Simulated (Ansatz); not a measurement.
# BClH5NSi: two torsions

A grid of calculations on BClH₅NSi, SMILES [SiH3]NBCl, to see where the energy is lowest and how it rises around there.

Computed with Ansatz 0.2.0. Level: RKS PBE-D4/def2-SVP.

**1. Where the work starts**

SMILES `[SiH3]NBCl`, 9 atoms, charge 0, spin multiplicity 1.

Atoms are counted from 1 here; the program's logs count them from 0.

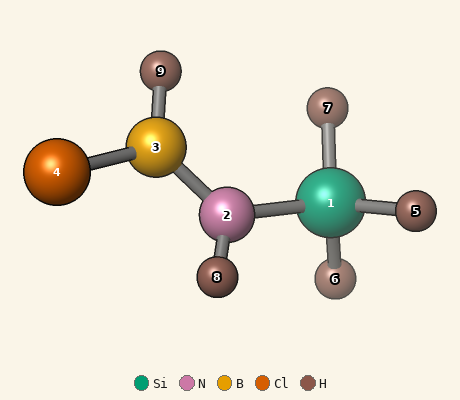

Start geometry, drawn with silicon teal, nitrogen pink, boron amber, chlorine orange, hydrogen brown; atoms are numbered from 1 in the order of the file.

Coordinates:

```
Si    0.0588    1.3418    0.1516
N    -0.4600   -0.3551    0.1830
B     0.2539   -1.4580   -0.3226
Cl   -0.4342   -3.0941   -0.2055
H    -0.9108    2.1711   -0.6453
H     0.1056    1.8946    1.5498
H     1.4184    1.3833   -0.4743
H    -1.3726   -0.5611    0.6069
H     1.3408   -1.3225   -0.8437
```

This geometry comes from a loose relaxation at PBE in a small basis, which is not shown.

**2. The minimum at this level**

Input file input.yaml:

```yaml
crystal:
  periodic: [false, false, false]
  atoms:
    - { symbol: Si, position_ang: [0.058848, 1.341807, 0.151634] }
    - { symbol: "N", position_ang: [-0.460002, -0.355145, 0.183007] }
    - { symbol: B, position_ang: [0.25393, -1.457994, -0.322632] }
    - { symbol: Cl, position_ang: [-0.434178, -3.094131, -0.205462] }
    - { symbol: H, position_ang: [-0.910772, 2.171145, -0.64532] }
    - { symbol: H, position_ang: [0.105642, 1.894613, 1.549817] }
    - { symbol: H, position_ang: [1.41838, 1.383341, -0.474304] }
    - { symbol: H, position_ang: [-1.372623, -0.561132, 0.606944] }
    - { symbol: H, position_ang: [1.340776, -1.322504, -0.843674] }
basis:
  gaussian: { orbitals: def2-SVP }
hamiltonian:
  xc: pbe
  dispersion: d4
output:
  forces: true
relax:
  f_tol: 0.003
  max_steps: 120
```

Run with:

```console
$ ansatz run input.yaml --threads 1 --pin off --max-ram 2560MiB --backend cpu --events-out ev --progress --plain --runs-dir out
```

Standard output, shortened:

```text
Warning: RAYON_NUM_THREADS=1 ignored (pool sized by the plan → 1); use --threads N
[...]
Functional definition: PBE
[...]
1007 factors; their error is unknown
[...]
mean field -22630.13218411 eV, -831.6420185115 hartree, gradient 1.4e-5 eV, S^2 0.000000; 0 other end points of the search recorded, 0 dependent functions left out
[...]
reference -22630.13221942 eV, -831.6420198091 hartree; 24, 24 occupied and 65, 65 virtual orbitals, 1007 factors
relax step   1: F+E_penalty+E_count = -22630.31419915 eV  Δ(F+E_penalty+E_count) = +0.000e0 eV  max|allowed force component| = 3.878e-3 eV/Å  Δτ_max = 0.0000 Å  (26 SCF iters, accepted)
[...]
relax step   2: F+E_penalty+E_count = -22630.31420391 eV  Δ(F+E_penalty+E_count) = -4.760e-6 eV  max|allowed force component| = 1.823e-3 eV/Å  Δτ_max = 0.0011 Å  (19 SCF iters, accepted)
1007 factors; their error is unknown
[...]
mean field -22630.13218615 eV, -831.6420185864 hartree, gradient 8.2e-5 eV, S^2 0.000000; 1 other end points of the search recorded, 0 dependent functions left out
[...]
reference -22630.13222146 eV, -831.6420198840 hartree; 24, 24 occupied and 65, 65 virtual orbitals, 1007 factors
Total energy: -22630.31423922 eV, -831.6487089134 hartree
Atom 0 at     0.058795     1.341920     0.151652 Å, force    -0.000206    -0.001581    -0.000441 eV/Å
Atom 1 at    -0.460287    -0.354887     0.182622 Å, force     0.000754     0.001237    -0.001297 eV/Å
Atom 2 at     0.253860    -1.457777    -0.322538 Å, force     0.000060     0.001159     0.001823 eV/Å
Atom 3 at    -0.433672    -3.094131    -0.205199 Å, force     0.000303    -0.000037    -0.000461 eV/Å
Atom 4 at    -0.911067     2.171229    -0.645052 Å, force    -0.000239     0.000482     0.000936 eV/Å
Atom 5 at     0.106474     1.893903     1.550130 Å, force     0.000492    -0.000153    -0.000164 eV/Å
Atom 6 at     1.418058     1.383131    -0.474853 Å, force    -0.000272     0.000021    -0.000492 eV/Å
Atom 7 at    -1.373103    -0.560871     0.606200 Å, force    -0.000536    -0.000564    -0.000461 eV/Å
Atom 8 at     1.340943    -1.322516    -0.842953 Å, force    -0.000357    -0.000565     0.000557 eV/Å
Dipole moment:    -0.158123     0.369202     0.128565 e Å
```

It took 12 s on 1 thread of Arm Neoverse N1, shared host; peak memory 0.14 GiB.

Along the way:

```tsv
step	energy from step 1 (eV)	largest force component (eV/Å)
1	0.0000	0.0039
2	0.0000	0.0018
```

Close pairs (by a distance rule), those that changed most:

```tsv
bond	before (Å)	after (Å)	change (Å)
B3–H9	1.213	1.213	-0.000
Si1–N2	1.775	1.775	-0.000
N2–B3	1.408	1.408	-0.000
N2–H8	1.027	1.027	+0.000
Si1–H7	1.497	1.497	-0.000
B3–Cl4	1.779	1.779	-0.000
Si1–H5	1.504	1.504	+0.000
Si1–H6	1.504	1.504	-0.000
```

**3. Setting up the map**

The axes are (1) dihedral Si1–N2–B3–Cl4: 15 values from −180 to 156 °, periodic; (2) dihedral H5–Si1–N2–B3: 15 values from 29.0 to 209.0 °.

Nothing else is relaxed (all other coordinates rigid). Energies count from the relaxed molecule at the same level. Points are written as (first, second).

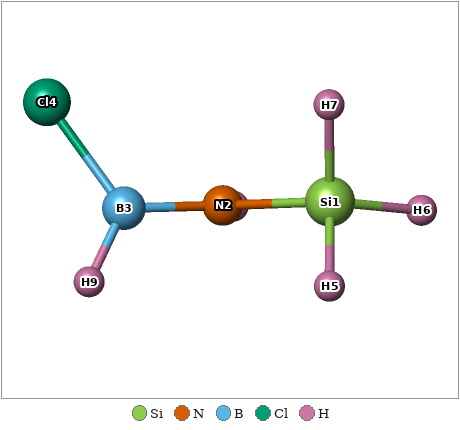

The geometry at (108°, 54.7°).

Below, 3 of the grid's runs; all are launched alike.

**4. The run at (108°, 54.7°)**

Input file input.yaml:

```yaml
crystal:
  periodic: [false, false, false]
  atoms:
    - { symbol: Si, position_ang: [0.058795, 1.34192, 0.151652] }
    - { symbol: "N", position_ang: [-0.460287, -0.354887, 0.182622] }
    - { symbol: B, position_ang: [-0.736143, -1.166083, -0.93426] }
    - { symbol: Cl, position_ang: [0.384625, -2.471356, -1.386216] }
    - { symbol: H, position_ang: [-0.911067, 2.171229, -0.645052] }
    - { symbol: H, position_ang: [0.106474, 1.893903, 1.55013] }
    - { symbol: H, position_ang: [1.418058, 1.383131, -0.474853] }
    - { symbol: H, position_ang: [-0.577052, -0.795326, 1.103198] }
    - { symbol: H, position_ang: [-1.7307, -0.997934, -1.607652] }
basis:
  gaussian: { orbitals: def2-SVP }
hamiltonian:
  xc: pbe
  dispersion: d4
output:
  forces: true
```

Run with:

```console
$ ansatz run input.yaml --threads 1 --pin off --max-ram 2560MiB --backend cpu --events-out ev --progress --plain --runs-dir out
```

Standard output, shortened:

```text
Warning: RAYON_NUM_THREADS=1 ignored (pool sized by the plan → 1); use --threads N
[...]
Functional definition: PBE
[...]
1007 factors; their error is unknown
[...]
mean field -22629.21274234 eV, -831.6082296497 hartree, gradient 2.2e-5 eV, S^2 0.000000; 0 other end points of the search recorded, 0 dependent functions left out
[...]
reference -22629.21277738 eV, -831.6082309374 hartree; 24, 24 occupied and 65, 65 virtual orbitals, 1007 factors
Total energy: -22629.39852418 eV, -831.6150570065 hartree
Atom 0 at     0.058795     1.341920     0.151652 Å, force    -0.364420    -0.331183    -0.017295 eV/Å
Atom 1 at    -0.460287    -0.354887     0.182622 Å, force    -0.113438     0.911979     1.174482 eV/Å
Atom 2 at    -0.736143    -1.166083    -0.934260 Å, force    -0.168965    -0.415963    -0.515761 eV/Å
Atom 3 at     0.384625    -2.471356    -1.386216 Å, force    -0.199784    -0.230913     0.005633 eV/Å
Atom 4 at    -0.911067     2.171229    -0.645052 Å, force     0.068101     0.039915    -0.090981 eV/Å
Atom 5 at     0.106474     1.893903     1.550130 Å, force     0.020709    -0.155302     0.004651 eV/Å
Atom 6 at     1.418058     1.383131    -0.474853 Å, force     0.101708     0.207508    -0.042699 eV/Å
Atom 7 at    -0.577052    -0.795326     1.103198 Å, force     0.534753    -0.035719    -0.057250 eV/Å
Atom 8 at    -1.730700    -0.997934    -1.607652 Å, force     0.121338     0.009678    -0.460780 eV/Å
Dipole moment:    -0.054199     0.137592     0.334853 e Å
```

It took 3.9 s on 1 thread of Arm Neoverse N1, shared host; peak memory 0.11 GiB.

That is 0.92 eV from the zero.

**5. Point (−108°, 41.9°)**

Input file input.yaml:

```yaml
crystal:
  periodic: [false, false, false]
  atoms:
    - { symbol: Si, position_ang: [0.058795, 1.34192, 0.151652] }
    - { symbol: "N", position_ang: [-0.460287, -0.354887, 0.182622] }
    - { symbol: B, position_ang: [-0.976004, -1.092081, -0.900033] }
    - { symbol: Cl, position_ang: [-2.702205, -1.519003, -0.945745] }
    - { symbol: H, position_ang: [-0.911067, 2.171229, -0.645052] }
    - { symbol: H, position_ang: [0.106474, 1.893903, 1.55013] }
    - { symbol: H, position_ang: [1.418058, 1.383131, -0.474853] }
    - { symbol: H, position_ang: [-0.38354, -0.855011, 1.076527] }
    - { symbol: H, position_ang: [-0.266582, -1.450279, -1.816161] }
basis:
  gaussian: { orbitals: def2-SVP }
hamiltonian:
  xc: pbe
  dispersion: d4
output:
  forces: true
```

Run with:

```console
$ ansatz run input.yaml --threads 1 --pin off --max-ram 2560MiB --backend cpu --events-out ev --progress --plain --runs-dir out
```

Standard output, shortened:

```text
Warning: RAYON_NUM_THREADS=1 ignored (pool sized by the plan → 1); use --threads N
[...]
Functional definition: PBE
[...]
1007 factors; their error is unknown
[...]
mean field -22629.19317258 eV, -831.6075104742 hartree, gradient 2.1e-5 eV, S^2 0.000000; 0 other end points of the search recorded, 0 dependent functions left out
[...]
reference -22629.19320735 eV, -831.6075117520 hartree; 24, 24 occupied and 65, 65 virtual orbitals, 1007 factors
Total energy: -22629.37887205 eV, -831.6143348039 hartree
Atom 0 at     0.058795     1.341920     0.151652 Å, force     0.114976    -0.493667    -0.100856 eV/Å
Atom 1 at    -0.460287    -0.354887     0.182622 Å, force     0.531695     0.713993     1.080688 eV/Å
Atom 2 at    -0.976004    -1.092081    -0.900033 Å, force    -0.232268    -0.388188    -0.498845 eV/Å
Atom 3 at    -2.702205    -1.519003    -0.945745 Å, force     0.022902    -0.308050    -0.042321 eV/Å
Atom 4 at    -0.911067     2.171229    -0.645052 Å, force     0.041859    -0.055769    -0.034445 eV/Å
Atom 5 at     0.106474     1.893903     1.550130 Å, force     0.015737    -0.149414     0.002052 eV/Å
Atom 6 at     1.418058     1.383131    -0.474853 Å, force     0.162248     0.320635    -0.065222 eV/Å
Atom 7 at    -0.383540    -0.855011     1.076527 Å, force    -0.448305     0.268118     0.076563 eV/Å
Atom 8 at    -0.266582    -1.450279    -1.816161 Å, force    -0.208843     0.092341    -0.417613 eV/Å
Dipole moment:     0.187455     0.069979     0.299246 e Å
```

It took 3.9 s on 1 thread of Arm Neoverse N1, shared host; peak memory 0.11 GiB.

Energy on the map's scale: 0.94 eV.

**6. Point (−180°, 119.0°)**

Input file input.yaml:

```yaml
crystal:
  periodic: [false, false, false]
  atoms:
    - { symbol: Si, position_ang: [0.058795, 1.34192, 0.151652] }
    - { symbol: "N", position_ang: [-0.460287, -0.354887, 0.182622] }
    - { symbol: B, position_ang: [0.256366, -1.458452, -0.317492] }
    - { symbol: Cl, position_ang: [-0.429282, -3.095321, -0.19637] }
    - { symbol: H, position_ang: [-0.911067, 2.171229, -0.645052] }
    - { symbol: H, position_ang: [0.106474, 1.893903, 1.55013] }
    - { symbol: H, position_ang: [1.418058, 1.383131, -0.474853] }
    - { symbol: H, position_ang: [-1.375106, -0.560333, 0.602122] }
    - { symbol: H, position_ang: [1.344372, -1.323433, -0.836035] }
basis:
  gaussian: { orbitals: def2-SVP }
hamiltonian:
  xc: pbe
  dispersion: d4
output:
  forces: true
```

Run with:

```console
$ ansatz run input.yaml --threads 1 --pin off --max-ram 2560MiB --backend cpu --events-out ev --progress --plain --runs-dir out
```

Standard output, shortened:

```text
Warning: RAYON_NUM_THREADS=1 ignored (pool sized by the plan → 1); use --threads N
[...]
Functional definition: PBE
[...]
1007 factors; their error is unknown
[...]
mean field -22630.13218768 eV, -831.6420186429 hartree, gradient 1.4e-5 eV, S^2 0.000000; 0 other end points of the search recorded, 0 dependent functions left out
[...]
reference -22630.13222300 eV, -831.6420199406 hartree; 24, 24 occupied and 65, 65 virtual orbitals, 1007 factors
Total energy: -22630.31424076 eV, -831.6487089702 hartree
Atom 0 at     0.058795     1.341920     0.151652 Å, force    -0.000536    -0.001490    -0.001016 eV/Å
Atom 1 at    -0.460287    -0.354887     0.182622 Å, force    -0.001152     0.001799    -0.005428 eV/Å
Atom 2 at     0.256366    -1.458452    -0.317492 Å, force     0.000125     0.001134     0.001966 eV/Å
Atom 3 at    -0.429282    -3.095321    -0.196370 Å, force    -0.000521     0.000182    -0.002121 eV/Å
Atom 4 at    -0.911067     2.171229    -0.645052 Å, force    -0.000566    -0.000044     0.000947 eV/Å
Atom 5 at     0.106474     1.893903     1.550130 Å, force     0.000755     0.000440    -0.000279 eV/Å
Atom 6 at     1.418058     1.383131    -0.474853 Å, force    -0.000092    -0.000095    -0.000011 eV/Å
Atom 7 at    -1.375106    -0.560333     0.602122 Å, force     0.001365    -0.001084     0.003413 eV/Å
Atom 8 at     1.344372    -1.323433    -0.836035 Å, force     0.000622    -0.000842     0.002530 eV/Å
Dipole moment:    -0.159049     0.369457     0.126677 e Å
```

Run time: 4 s. Hardware: 1 thread of Arm Neoverse N1, shared host; peak memory 0.11 GiB.

Energy on the map's scale: 0.00 eV.

**7. All points together**

225 points were computed. Energies in eV, from the relaxed molecule at the same level:

| dihedral H5–Si1–N2–B3 (°) ↓, dihedral Si1–N2–B3–Cl4 (°) → | −180 | −156 | −132 | −108 | −84 | −60 | −36 | −12 | 12 | 36 | 60 | 84 | 108 | 132 | 156 |
| --- | --- | --- | --- | --- | --- | --- | --- | --- | --- | --- | --- | --- | --- | --- | --- |
| 209.0 | 0.03 | 0.16 | 0.50 | 0.90 | 1.03 | 0.74 | 0.32 | 0.07 | 0.09 | 0.34 | 0.73 | 1.03 | 0.94 | 0.55 | 0.19 |
| 196.1 | 0.04 | 0.17 | 0.51 | 0.91 | 1.03 | 0.75 | 0.33 | 0.05 | 0.07 | 0.34 | 0.73 | 1.03 | 0.94 | 0.55 | 0.19 |
| 183.3 | 0.04 | 0.17 | 0.52 | 0.91 | 1.03 | 0.75 | 0.33 | 0.05 | 0.05 | 0.33 | 0.73 | 1.03 | 0.93 | 0.54 | 0.18 |
| 170.4 | 0.04 | 0.18 | 0.53 | 0.92 | 1.02 | 0.74 | 0.34 | 0.06 | 0.04 | 0.31 | 0.73 | 1.02 | 0.91 | 0.52 | 0.17 |
| 157.6 | 0.03 | 0.17 | 0.53 | 0.92 | 1.02 | 0.73 | 0.34 | 0.08 | 0.05 | 0.30 | 0.72 | 1.01 | 0.90 | 0.51 | 0.15 |
| 144.7 | 0.01 | 0.16 | 0.53 | 0.92 | 1.01 | 0.71 | 0.34 | 0.10 | 0.06 | 0.30 | 0.71 | 1.01 | 0.89 | 0.49 | 0.14 |
| 131.9 | 0.00 | 0.15 | 0.51 | 0.90 | 1.00 | 0.71 | 0.33 | 0.11 | 0.08 | 0.30 | 0.70 | 1.00 | 0.89 | 0.49 | 0.14 |
| 119.0 | 0.00 | 0.14 | 0.50 | 0.89 | 1.00 | 0.70 | 0.31 | 0.10 | 0.10 | 0.31 | 0.70 | 1.00 | 0.90 | 0.50 | 0.14 |
| 106.1 | 0.00 | 0.13 | 0.49 | 0.88 | 1.00 | 0.71 | 0.30 | 0.08 | 0.10 | 0.33 | 0.70 | 1.00 | 0.91 | 0.52 | 0.15 |
| 93.3 | 0.02 | 0.14 | 0.49 | 0.88 | 1.01 | 0.72 | 0.30 | 0.06 | 0.09 | 0.33 | 0.71 | 1.01 | 0.92 | 0.53 | 0.17 |
| 80.4 | 0.03 | 0.15 | 0.50 | 0.89 | 1.01 | 0.73 | 0.31 | 0.05 | 0.07 | 0.34 | 0.72 | 1.02 | 0.92 | 0.54 | 0.18 |
| 67.6 | 0.04 | 0.17 | 0.52 | 0.91 | 1.02 | 0.73 | 0.32 | 0.04 | 0.06 | 0.33 | 0.73 | 1.02 | 0.92 | 0.54 | 0.18 |
| 54.7 | 0.04 | 0.18 | 0.54 | 0.92 | 1.03 | 0.74 | 0.33 | 0.05 | 0.05 | 0.33 | 0.74 | 1.03 | 0.92 | 0.53 | 0.17 |
| 41.9 | 0.04 | 0.18 | 0.55 | 0.94 | 1.03 | 0.74 | 0.34 | 0.07 | 0.05 | 0.32 | 0.74 | 1.03 | 0.91 | 0.52 | 0.17 |
| 29.0 | 0.03 | 0.18 | 0.55 | 0.94 | 1.03 | 0.73 | 0.34 | 0.09 | 0.07 | 0.32 | 0.74 | 1.03 | 0.91 | 0.51 | 0.16 |

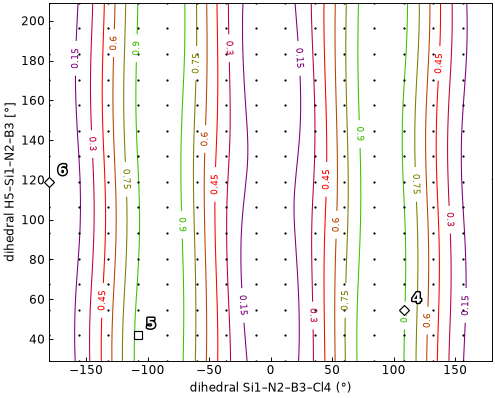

The map; numbers mark the steps of this session that print a point's run. The picture shows contour lines labelled in eV, dots at the grid points. Between grid points the surface is interpolated.

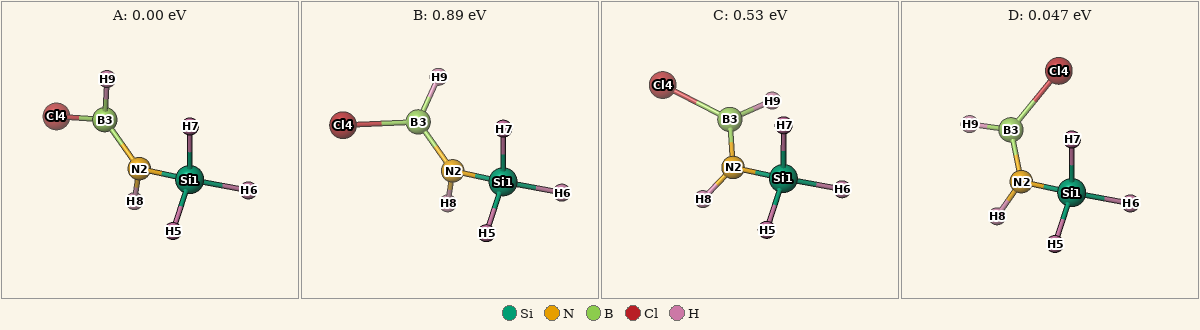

Structures on the grid, at one scale: A at (−180°, 119.0°); B at (−108°, 119.0°); C at (−132°, 170.4°); D at (12°, 157.6°).

The largest force on an atom (eV/Å) at each point:

| dihedral H5–Si1–N2–B3 (°) ↓, dihedral Si1–N2–B3–Cl4 (°) → | −180 | −156 | −132 | −108 | −84 | −60 | −36 | −12 | 12 | 36 | 60 | 84 | 108 | 132 | 156 |
| --- | --- | --- | --- | --- | --- | --- | --- | --- | --- | --- | --- | --- | --- | --- | --- |
| 209.0 | 0.26 | 0.56 | 0.96 | 1.41 | 1.53 | 1.06 | 0.59 | 0.35 | 0.36 | 0.63 | 1.17 | 1.56 | 1.35 | 0.77 | 0.44 |
| 196.1 | 0.30 | 0.58 | 1.00 | 1.47 | 1.61 | 1.15 | 0.60 | 0.38 | 0.39 | 0.65 | 1.22 | 1.63 | 1.43 | 0.88 | 0.46 |
| 183.3 | 0.32 | 0.56 | 1.00 | 1.50 | 1.66 | 1.22 | 0.61 | 0.38 | 0.42 | 0.64 | 1.23 | 1.66 | 1.50 | 0.96 | 0.49 |
| 170.4 | 0.31 | 0.51 | 0.97 | 1.49 | 1.68 | 1.25 | 0.64 | 0.35 | 0.42 | 0.60 | 1.21 | 1.66 | 1.52 | 1.00 | 0.53 |
| 157.6 | 0.26 | 0.42 | 0.91 | 1.45 | 1.66 | 1.25 | 0.65 | 0.30 | 0.39 | 0.57 | 1.16 | 1.63 | 1.51 | 1.00 | 0.54 |
| 144.7 | 0.18 | 0.41 | 0.84 | 1.40 | 1.61 | 1.21 | 0.63 | 0.29 | 0.33 | 0.57 | 1.10 | 1.58 | 1.46 | 0.96 | 0.50 |
| 131.9 | 0.09 | 0.42 | 0.81 | 1.35 | 1.55 | 1.14 | 0.61 | 0.29 | 0.30 | 0.58 | 1.07 | 1.53 | 1.40 | 0.90 | 0.47 |
| 119.0 | 0.01 | 0.44 | 0.83 | 1.36 | 1.52 | 1.09 | 0.60 | 0.29 | 0.30 | 0.59 | 1.09 | 1.52 | 1.36 | 0.84 | 0.45 |
| 106.1 | 0.08 | 0.46 | 0.89 | 1.40 | 1.54 | 1.08 | 0.58 | 0.30 | 0.29 | 0.61 | 1.14 | 1.56 | 1.36 | 0.82 | 0.43 |
| 93.3 | 0.17 | 0.49 | 0.95 | 1.46 | 1.59 | 1.12 | 0.57 | 0.33 | 0.29 | 0.62 | 1.20 | 1.61 | 1.41 | 0.86 | 0.42 |
| 80.4 | 0.25 | 0.52 | 0.99 | 1.50 | 1.64 | 1.17 | 0.57 | 0.38 | 0.31 | 0.64 | 1.24 | 1.65 | 1.46 | 0.92 | 0.45 |
| 67.6 | 0.30 | 0.51 | 0.98 | 1.50 | 1.66 | 1.21 | 0.61 | 0.42 | 0.35 | 0.62 | 1.23 | 1.67 | 1.49 | 0.98 | 0.53 |
| 54.7 | 0.32 | 0.47 | 0.93 | 1.47 | 1.65 | 1.23 | 0.64 | 0.41 | 0.38 | 0.61 | 1.19 | 1.64 | 1.49 | 1.00 | 0.57 |
| 41.9 | 0.30 | 0.45 | 0.84 | 1.40 | 1.60 | 1.21 | 0.65 | 0.38 | 0.37 | 0.59 | 1.11 | 1.58 | 1.46 | 0.99 | 0.59 |
| 29.0 | 0.27 | 0.44 | 0.73 | 1.31 | 1.53 | 1.15 | 0.62 | 0.35 | 0.33 | 0.58 | 1.02 | 1.50 | 1.39 | 0.94 | 0.56 |

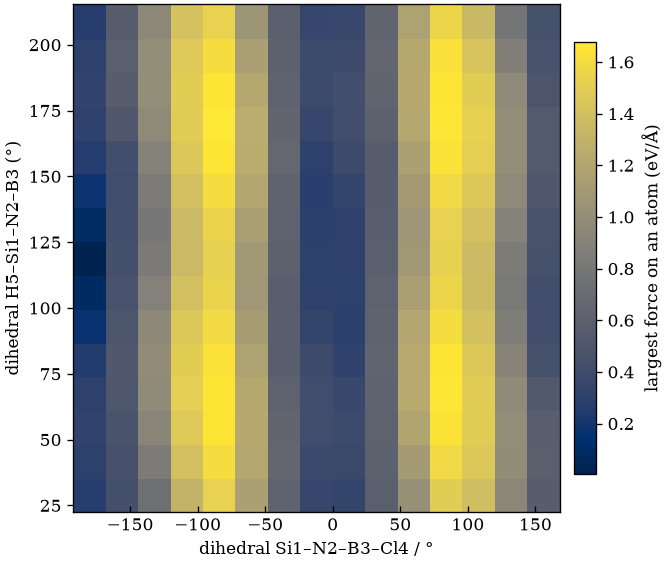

The largest force on an atom over the grid. In the figure: one coloured cell a grid point.

**8. Summary of results**

```
                       quantity                                                                        value
                   lowest point                                                     (−180°, 119.0°), 0.00 eV
         highest computed point                                     (−84°, 196.1°), 1.03 eV above the lowest
largest force on an atom (eV/Å)  0.01 at (−180°, 119.0°) to 1.68 at (−84°, 170.4°); 0.01 at the lowest point
        time for the whole task                                              20 min on 1 thread, shared host
```

**Reading.** The lowest computed point is at (−180°, 119.0°), 0.00 eV from the relaxed molecule at the same level. The highest computed point, (−84°, 196.1°), lies 1.03 eV above the lowest.
